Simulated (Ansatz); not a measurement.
# TiSn (model cell, started as zinc blende): following an unstable mode, part 3 of 3

Which phase does TiSn (model cell, started as zinc blende) fall into along its unstable mode, and how much energy does it gain?

Ansatz 0.2.0; DFT PBEsol, scalar-relativistic, plane waves, PAW.

So far. Step 4 (The mode frozen in, largest atomic shift 0.6 Å): The run ends at a pressure of -3.84 GPa, with forces up to 0.43 eV/Å. Step 5 (Energy along the mode, all amplitudes (two of the runs …): The lowest of the steps tried is the last one, at 0.6 Å, 69.1 meV/atom below the parent; the bottom of the well need not coincide with a step.

The structure was built from a prototype and need not be the compound's stable phase.

### Step 6. Relaxation from the frozen mode (continued)

Step by step:

```csv
step,energy less that of the first step (eV),largest force component (eV/Å),pressure (GPa),volume (Å³)
1,0.0000,0.4282,-3.84,240.98
2,-0.8097,0.8829,-0.76,215.40
3,-1.5547,1.1342,-0.27,202.67
4,-2.3296,0.8695,0.14,192.07
5,-2.6865,0.2462,0.02,185.50
6,-2.7707,0.2959,0.32,182.31
7,-2.9012,0.1419,-0.15,181.35
8,-3.0291,0.2737,0.13,179.93
9,-3.1175,0.2596,0.72,178.76
10,-3.1393,0.1619,-1.80,182.42
11,-3.1276,0.0948,2.66,172.17
12,-3.1776,0.0417,-0.23,178.66
13,-3.1804,0.0172,0.17,177.92
14,-3.1798,0.0217,-0.26,178.93
15,-3.1807,0.0007,0.01,178.28
16*,-3.1752,0.0009,0.01,178.28
```

Relaxation steps marked * repeat the geometry before them on a plane-wave basis chosen anew for their cell, so energy and pressure can jump there. Relaxation steps 11, 14 were tried and not accepted.

The run keeps the 8 symmetry operations that it works with, so distortions that break them were not tested.

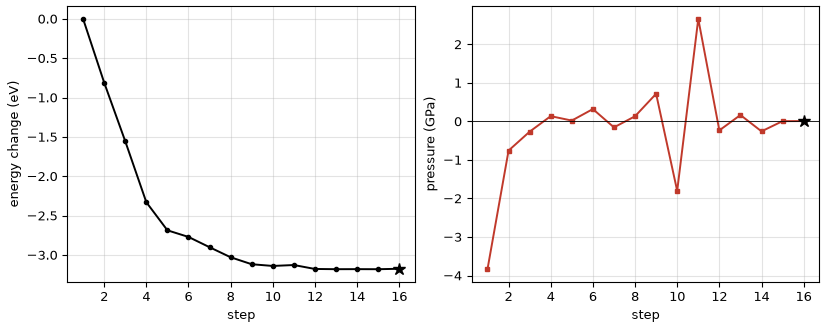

Energy and pressure along the relaxation. Stars mark steps on a basis chosen anew.

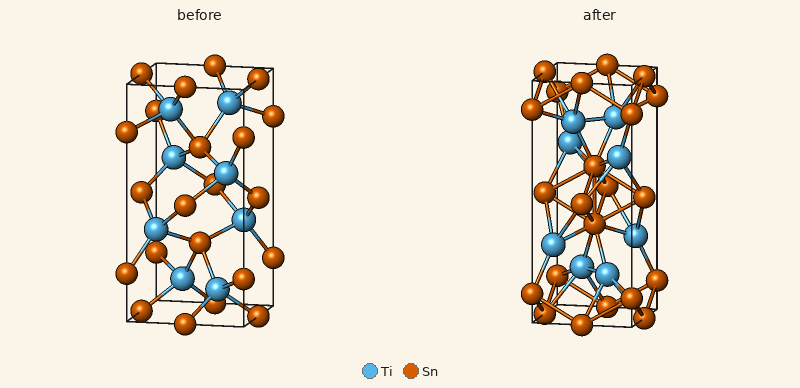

Before and after, at one scale.

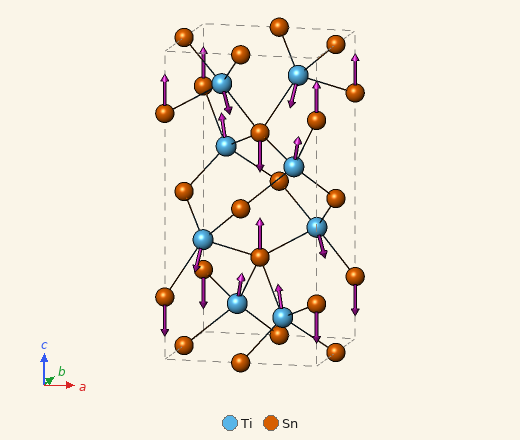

Displacements in the relaxation, exaggerated, measured against the changing cell; the longest in the cell stands for 1.05 Å. Some periodic images of atoms are drawn too.

```csv
cell as run,before,after,change
a (Å),6.223,5.300,-14.8 %
b (Å),6.223,5.300,-14.8 %
c (Å),7.622,7.370,-3.3 %
α (°),65.91,68.93,+4.6 %
β (°),65.91,68.93,+4.6 %
volume (Å³/atom),30.12,22.29,-26.0 %
```

The atoms that moved most (Å, as changes of fractional coordinates times the final cell):

```csv
atom,dx,dy,dz,length
Sn7,0.000,-1.048,0.000,1.048
Sn8,0.000,1.048,0.000,1.048
Ti3,-0.164,0.793,-0.164,0.826
Ti2,0.164,-0.793,-0.164,0.826
Ti1,-0.164,-0.793,0.164,0.826
Ti4,0.164,0.793,0.164,0.826
```

This step gave:

| Property | Result |
| --- | --- |
| pressure | 0.009190 GPa |
| volume per atom | 22.29 Å³ |

The distorted start has space group I-42m; the relaxation ends in I-42m.

### Step 7. The new phase in its own primitive cell

The relaxed structure is symmetrised, reduced to its primitive cell and relaxed tightly, as its phonons need.

input.yaml reads:

```yaml
crystal:
  lattice:
    - [-2.6500965297, 2.6500965297, 6.3464078783]
    - [2.6500965297, -2.6500965297, 6.3464078783]
    - [2.6500965297, 2.6500965297, -6.3464078783]
  atoms:
    - { symbol: Ti, position: [0.8574393006, 0.5174660828, 0.0] }
    - { symbol: Ti, position: [0.5174660828, 0.8574393006, 0.0] }
    - { symbol: Ti, position: [0.1425606994, 0.1425606994, 0.6600267821] }
    - { symbol: Ti, position: [0.4825339172, 0.4825339172, 0.3399732179] }
    - { symbol: Sn, position: [0.5, 0.0, 0.5] }
    - { symbol: Sn, position: [0.0, 0.5, 0.5] }
    - { symbol: Sn, position: [0.8808031998, 0.8808031998, 0.0] }
    - { symbol: Sn, position: [0.1191968002, 0.1191968002, 0.0] }
kpoints:
  mp_grid: { grid: [8, 8, 8] }
hamiltonian:
  xc: pbesol
scf:
  occupations: { method: gaussian, width: 0.01 }
output:
  forces: true
  stress: true
  eigenvalues: true
relax:
  adjacent_minimum: "off"
  f_tol: 0.001
  max_steps: 60
  cell: { stress_tol: 0.01 }
```

Started as:

```sh
$ ansatz run input.yaml --threads 4 --pin off --max-ram 7168MiB --backend cpu --events-out ev --progress --plain --runs-dir out
```

Numbers of over 12 decimals in the logs are rounded to 6 here.

Output:

```text
[...]
Crystal: 8 atoms, lattice volume = 178.284 Å³
Basis set: ecut = 420 eV, 3469 PW (Γ), exchange–correlation on 100×100×100 points (8 copies of the dense FFT grid, shifted against one another)
Bands: 63, of which v1, the nominal top of the filled ones, is band 52 counted from 1 (51 counted from 0)
Symmetry: 8 space group operations
[...]
- [2.633859, 2.633859, -6.410743]
  atoms:
    - { symbol: Ti, position: [0.856414, 0.519056, 0.0] }
    - { symbol: Ti, position: [0.519056, 0.856414, 0.0] }
    - { symbol: Ti, position: [0.143586, 0.143586, 0.662641] }
    - { symbol: Ti, position: [0.480944, 0.480944, 0.337359] }
    - { symbol: Sn, position: [0.5, 0, 0.5] }
    - { symbol: Sn, position: [0, 0.5, 0.5] }
    - { symbol: Sn, position: [0.880346, 0.880346, 0] }
    - { symbol: Sn, position: [0.119654, 0.119654, 0] }
[key lines of the parts left out:]
SCF converged after 9 iterations
Free energy (F): -33691.800465 eV
Fermi energy:    11.602912 eV
P = ⅓ Tr σ = -0.0004 GPa (-0.004 kbar)
```

The job ended after 2.9 min (4 threads of Arm Neoverse V1, shared host; peak memory 0.95 GiB; 11 min of CPU time).

Step by step:

```csv
step,energy less that of the first step (eV),largest force component (eV/Å),pressure (GPa),volume (Å³)
1,0.0000,0.0094,0.00,178.28
2,-0.0002,0.0124,-0.05,178.34
3,-0.0008,0.0272,0.06,177.71
4,-0.0008,0.0201,0.14,177.57
5,-0.0011,0.0052,0.00,177.94
6,-0.0011,0.0020,0.00,177.88
7,-0.0011,0.0005,0.00,177.89
8*,-0.0010,0.0005,0.00,177.89
```

Relaxation steps marked * repeat the geometry before them on a plane-wave basis chosen anew for their cell, so energy and pressure can jump there. Relaxation step 4 was tried and not accepted.

The run keeps the 8 symmetry operations that it works with, so distortions that break them were not tested.

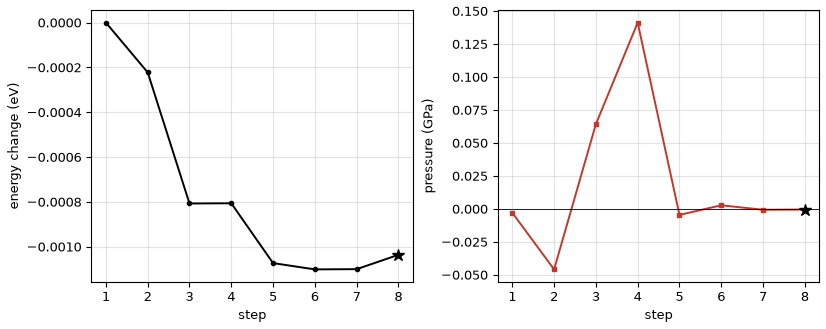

Energy and pressure along the relaxation. Stars mark steps on a basis chosen anew.

```csv
"conventional cell, symmetrised",before,after,change
a (Å),5.300,5.268,-0.6 %
b (Å),5.300,5.268,-0.6 %
c (Å),12.693,12.821,+1.0 %
volume (Å³/atom),22.29,22.24,-0.2 %
```

The atoms that moved most (Å, as changes of fractional coordinates times the final cell):

```csv
atom,dx,dy,dz,length
Ti3,0.007,0.007,-0.004,0.010
Ti4,-0.007,-0.007,-0.004,0.010
Ti2,-0.007,0.007,0.004,0.010
Ti1,0.007,-0.007,0.004,0.010
Sn7,0.000,0.000,-0.006,0.006
Sn8,0.000,0.000,0.006,0.006
```

Final coordinates:

```
Ti Sn
1.0
    -2.63386    2.63386    6.41074
     2.63386   -2.63386    6.41074
     2.63386    2.63386   -6.41074
Ti Sn
4 4
Direct
  0.85641 0.51906 0.00000
  0.51906 0.85641 0.00000
  0.14359 0.14359 0.66264
  0.48094 0.48094 0.33736
  0.50000 0.00000 0.50000
  0.00000 0.50000 0.50000
  0.88035 0.88035 0.00000
  0.11965 0.11965 0.00000
```

Numbers from this step:

| Item | Value |
| --- | --- |
| pressure | -4.46e-4 GPa |
| volume per atom | 22.24 Å³ |

The largest force component left is 0.49 meV/Å and the pressure is 0.000 GPa, within the tolerances set. The cell now holds 22.24 Å³/atom.

### Step 8. Results

| Item | Value |
| --- | --- |
| unstable mode of the parent | q = (0.25, -0.5, -0.25), 54i cm⁻¹ |
| depth at the lowest point sampled | 69.1 meV/atom |
| largest atomic shift at that point | 0.6 Å |
| space group reached (within 0.01 Å) | I-42m |
| energy gained over the parent (first relaxation, on the mesh of the frozen mode) | 466 meV/atom |
| volume per atom, phase reached | 22.2 Å³ |

**Reading.** Along this mode the structure falls into I-42m, 466 meV/atom below the parent. At the parent's cell the well is 69.12 meV/atom deep on the steps tried, with its lowest point at a shift of 0.6 Å. That is the last step tried, so the steps alone don't bracket the bottom of the well. Relaxing atoms and cell changes the gain by +396.91 meV/atom against the lowest step (energies at zero smearing). Most of the total comes from this relaxation. The modes of the phase reached were not computed on this path. Of the 2 patterns followed to their end from this parent, this one ends 453 meV/atom above the lowest, Cm. Each path keeps the symmetry of its pattern, so a lower phase may lie along a pattern not tried. The program warns that the interpolation holds no quadrupole term, so branches close to Γ can be off in this crystal. Spin-orbit coupling is left out, which can matter for the heavy elements here. The starting cell was built on a prototype and not taken from a measurement, so the phase need not exist.

[Logs are printed without paths, hosts, clocks, repeated set-up lines and the standing remarks that a program may print on its own settings, such as how far it seeks lower states.]

[Hosts, paths, dates, database ids (printed as entryN), source tags and the programs' standing remarks are cut or masked in the printed files.]
